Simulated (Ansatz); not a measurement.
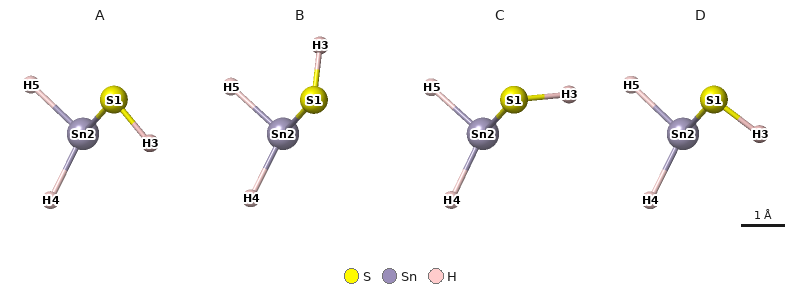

4 geometries from a converged minimum-energy path of SnH3S (multiplicity 2), shuffled. The picture is a ball-and-stick view, seen from a free direction.

Theory: UKS B3LYP-D4/def2-SVP (Ansatz 0.2.0). Set-up: 9 movable images; climbing image; force threshold 0.03 eV/Å; iteration limit 57; starting path through a guess of the saddle point.

> Which frame is the top of the path?

C. In order along the path, whose images run from 0 to 10: A (image 1, +0.8 kJ/mol), D (image 2, +3.2 kJ/mol), C (image 5, +11.5 kJ/mol), B (image 10, 0.0 kJ/mol). The motion is a rotation about the S1–Sn2 bond by about 150°. No bond forms or breaks between the ends. Among the angles between lasting bonds that change up to the highest image: S1–Sn2–H5 102.5° → 107.9°.

Cost: 4.4 min on 1 thread of Intel(R) Xeon(R) Processor @ 2.70GHz (shared host), peak memory 0.17 GiB.
